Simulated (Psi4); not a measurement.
**GaSiH7O (SMILES [SiH3][OH+][GaH3-]): wB97M-V/6-31G(d) (spherical functions)**

Aim: the vertical ionisation energy of GaSiH7O at wB97M-V/6-31G* (spherical functions), from 2 runs. Input form: a QCSchema input.

Program for the calculation: Psi4 1.11.

6 further runs of the same task are left out: 5 that didn't finish, 1 set aside as unsound or not needed. Runs told in other sessions of the task aren't counted.

### Step 1. Starting point

GaSiH7O has 10 atoms, charge 0, and is taken as a singlet. As SMILES, `[SiH3][OH+][GaH3-]`. The shape is that of a PBE0-D4/def2-TZVP optimisation.

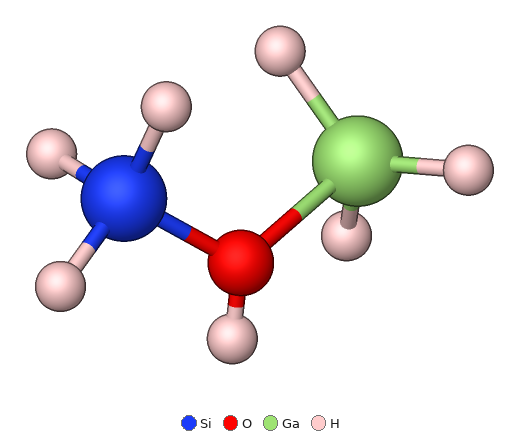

The structure, seen from a chosen angle (silicon blue, oxygen red, gallium green, hydrogen pink).

### Step 2. The energy at wB97M-V/6-31G(d) (spherical functions)

The input, input.json:

```json
{
  "schema_name": "qcschema_input",
  "schema_version": 1,
  "molecule": {
    "schema_name": "qcschema_molecule",
    "schema_version": 2,
    "symbols": ["Si", "O", "Ga", "H", "H", "H", "H", "H", "H", "H"],
    "geometry": [-0.91595025, 1.28520274, -2.43642389, -1.45924651, -0.441629, 0.1842483, 1.66692741, -1.04123909, 2.78772398, -3.33933503, 1.39839733, -3.84559266, 1.05068773, 0.07691185, -4.01547904, -0.13152494, 3.80439663, -1.53918193, -2.50180842, -1.91769407, 0.01908623, 0.57939003, 0.27703385, 5.21621102, 3.56326758, 0.47904557, 1.04426266, 1.64462865, -4.01680185, 2.59062554],
    "molecular_charge": 0,
    "molecular_multiplicity": 1,
    "fix_symmetry": "c1",
    "fix_com": true,
    "fix_orientation": true
  },
  "driver": "energy",
  "model": {
    "method": "wb97m-v",
    "basis": "6-31G*"
  },
  "keywords": {
    "puream": true,
    "e_convergence": 1e-09,
    "d_convergence": 1e-08,
    "scf_type": "pk",
    "dft_radial_points": 99,
    "dft_spherical_points": 590
  }
}
```

Command:

```
$ psi4 --qcschema input.json -n 1 --memory 2200MB
```

stdout, shortened:

```text
[...]
  Running in c1 symmetry.
[...]
  Nuclear repulsion =  256.165787704500872
[...]
  Multiplicity = 1
[...]
  Nalpha       = 30
  Nbeta        = 30
[...]
    Number of basis functions: 78
[...]
   @RKS iter   1: -2291.37946352954077   -2.20754e+00   3.71340e-02 ADIIS/DIIS
[...]
   @RKS iter  13: -2293.30638357953285    1.36424e-12   2.44283e-09 DIIS
[...]
    Orbital Energies [Eh]
    ---------------------
    Doubly Occupied:
       1A   -373.110017     2A    -66.450874     3A    -46.198240
       4A    -40.842167     5A    -40.839365     6A    -40.839240
       7A    -19.409272     8A     -5.664605     9A     -5.489537
      10A     -3.916846    11A     -3.908905    12A     -3.908543
      13A     -3.804833    14A     -3.801844    15A     -3.801435
      16A     -1.187368    17A     -0.923692    18A     -0.918801
      19A     -0.918425    20A     -0.915524    21A     -0.915354
      22A     -0.723313    23A     -0.633021    24A     -0.576554
      25A     -0.526258    26A     -0.486819    27A     -0.458207
      28A     -0.439301    29A     -0.368059    30A     -0.363565
[...]
  @RKS Final Energy: -2293.30638357953285
   => Energetics <=
    Nuclear Repulsion Energy =            256.1657877045008718
    One-Electron Energy =               -3702.7096645624051234
    Two-Electron Energy =                1236.3407438929611999
    DFT Exchange-Correlation Energy =     -83.3498263460515290
    Empirical Dispersion Energy =           0.0000000000000000
    VV10 Nonlocal Energy =                  0.2465757314616635
    Total Energy =                      -2293.3063835795328487
[...]
 Multipole Moments:
 ------------------------------------------------------------------------------------
     Multipole            Electronic (a.u.)      Nuclear  (a.u.)        Total (a.u.)
 ------------------------------------------------------------------------------------
 L = 1.  Multiply by 2.5417464519 to convert [e a0] to [Debye]
 Dipole X            :        -29.0174594           28.0427797           -0.9746797
 Dipole Y            :         17.7037676          -17.7173161           -0.0135485
 Dipole Z            :        -54.3795484           53.2534271           -1.1261213
 Magnitude           :                                                    1.4894070
[...]
```

The result, in JSON:

```text
{
 "driver": "energy",
 "model": {
  "method": "wb97m-v",
  "basis": "6-31G*"
 },
 "success": true,
 "return_result": -2293.306383579533,
 "properties": {
  "calcinfo_nbasis": 78,
  "calcinfo_nmo": 78,
  "calcinfo_nalpha": 30,
  "calcinfo_nbeta": 30,
  "calcinfo_natom": 10,
  "nuclear_repulsion_energy": 256.1657877045009,
  "return_energy": -2293.306383579533,
  "scf_one_electron_energy": -3702.709664562405,
  "scf_two_electron_energy": 1236.3407438929612,
  "scf_vv10_energy": 0.2465757314616635,
  "scf_xc_energy": -83.34982634605153,
  "scf_dipole_moment": [-0.9746796546953505, -0.013548522913069405, -1.1261213098417002],
  "scf_total_energy": -2293.306383579533,
  "scf_iterations": 13
 }
}
```

Run time: 2.9 min. Hardware: 1 thread of AMD EPYC 9R45 (Zen 5), shared host; peak memory 1.6 GiB.

### Step 3. The doublet cation at the same level

The input, input.json:

```json
{
  "schema_name": "qcschema_input",
  "schema_version": 1,
  "molecule": {
    "schema_name": "qcschema_molecule",
    "schema_version": 2,
    "symbols": ["Si", "O", "Ga", "H", "H", "H", "H", "H", "H", "H"],
    "geometry": [-0.91595025, 1.28520274, -2.43642389, -1.45924651, -0.441629, 0.1842483, 1.66692741, -1.04123909, 2.78772398, -3.33933503, 1.39839733, -3.84559266, 1.05068773, 0.07691185, -4.01547904, -0.13152494, 3.80439663, -1.53918193, -2.50180842, -1.91769407, 0.01908623, 0.57939003, 0.27703385, 5.21621102, 3.56326758, 0.47904557, 1.04426266, 1.64462865, -4.01680185, 2.59062554],
    "molecular_charge": 1,
    "molecular_multiplicity": 2,
    "fix_symmetry": "c1"
  },
  "driver": "energy",
  "model": {
    "method": "wb97m-v",
    "basis": "6-31G*"
  },
  "keywords": {
    "reference": "uks",
    "puream": true,
    "e_convergence": 1e-09,
    "d_convergence": 1e-08,
    "scf_type": "pk",
    "dft_radial_points": 99,
    "dft_spherical_points": 590,
    "maxiter": 100
  }
}
```

Command:

```
$ psi4 --qcschema input.json -n 1 --memory 2200MB
```

stdout, shortened:

```text
[...]
  Running in c1 symmetry.
[...]
  Nuclear repulsion =  256.165787704500929
[...]
  Multiplicity = 2
[...]
  Nalpha       = 30
  Nbeta        = 29
[...]
    Number of basis functions: 78
[...]
   @UKS iter   1: -2290.91574584826640   -1.74382e+00   3.71289e-02 ADIIS/DIIS
[...]
   @UKS iter  29: -2292.92990298933819   -2.31921e-11   7.36219e-09 DIIS
[...]
   @S^2 Observed:                7.603600044E-01
[...]
    Orbital Energies [Eh]
    ---------------------
    Alpha Occupied:
       1A   -373.390286     2A    -66.597398     3A    -46.477951
       4A    -41.120925     5A    -41.120671     6A    -41.118672
       7A    -19.603442     8A     -5.944193     9A     -5.637748
      10A     -4.194440    11A     -4.192412    12A     -4.186231
      13A     -3.953744    14A     -3.949372    15A     -3.949148
      16A     -1.378017    17A     -1.205217    18A     -1.199344
      19A     -1.198410    20A     -1.194793    21A     -1.192362
      22A     -0.900187    23A     -0.847882    24A     -0.777129
      25A     -0.722430    26A     -0.705241    27A     -0.661694
      28A     -0.627676    29A     -0.602883    30A     -0.590918
    Alpha Virtual:
[...]
  @UKS Final Energy: -2292.92990298933819
   => Energetics <=
    Nuclear Repulsion Energy =            256.1657877045009286
    One-Electron Energy =               -3689.0248042729776898
    Two-Electron Energy =                1222.8894508830408085
    DFT Exchange-Correlation Energy =     -83.2041629183703435
    Empirical Dispersion Energy =           0.0000000000000000
    VV10 Nonlocal Energy =                  0.2438256144684776
    Total Energy =                      -2292.9299029893381885
  UHF NO Occupations:
  HONO-2 :   28  A 1.9989994
  HONO-1 :   29  A 1.9959440
[...]
 Multipole Moments:
 ------------------------------------------------------------------------------------
     Multipole            Electronic (a.u.)      Nuclear  (a.u.)        Total (a.u.)
 ------------------------------------------------------------------------------------
 L = 1.  Multiply by 2.5417464519 to convert [e a0] to [Debye]
 Dipole X            :          5.0581412           -5.3705368           -0.3123956
 Dipole Y            :         -3.9561329            3.6780657           -0.2780672
 Dipole Z            :         10.4000046           -9.9690827            0.4309219
 Magnitude           :                                                    0.6005049
[...]
```

The result, in JSON:

```text
{
 "driver": "energy",
 "model": {
  "method": "wb97m-v",
  "basis": "6-31G*"
 },
 "success": true,
 "return_result": -2292.929902989338,
 "properties": {
  "calcinfo_nbasis": 78,
  "calcinfo_nmo": 78,
  "calcinfo_nalpha": 30,
  "calcinfo_nbeta": 29,
  "calcinfo_natom": 10,
  "nuclear_repulsion_energy": 256.16578770450093,
  "return_energy": -2292.929902989338,
  "scf_one_electron_energy": -3689.0248042729777,
  "scf_two_electron_energy": 1222.8894508830408,
  "scf_vv10_energy": 0.24382561446847761,
  "scf_xc_energy": -83.20416291837034,
  "scf_dipole_moment": [-0.3123955903738276, -0.27806724137960925, 0.4309219347098203],
  "scf_total_energy": -2292.929902989338,
  "scf_iterations": 29
 }
}
```

Wall time 6.3 min (1 thread of AMD EPYC 9R45 (Zen 5), shared host); peak memory 1.6 GiB.

### Step 4. Summary of results

At wB97M-V/6-31G* (spherical functions):

| quantity | value |
| --- | --- |
| singlet GaSiH7O: total energy | -2293.30638 Eh |
| singlet GaSiH7O: dipole moment | 3.79 D |
| singlet GaSiH7O: HOMO energy | -9.89 eV |
| singlet GaSiH7O: LUMO energy | 0.99 eV |
| singlet GaSiH7O: HOMO–LUMO gap | 10.88 eV |
| doublet cation: total energy | -2292.92990 Eh |
| doublet cation: HOMO energy (highest over α and β) | -15.95 eV |
| doublet cation: LUMO energy (lowest over α and β) | -10.57 eV |
| doublet cation: ⟨S²⟩ | 0.760 |
| vertical ionisation energy (to the doublet cation) | 10.245 eV |

In words: The vertical ionisation energy comes to 10.24 eV (988 kJ/mol). −ε(HOMO) before ionisation, 9.89 eV, is 0.35 eV below this ionisation energy.
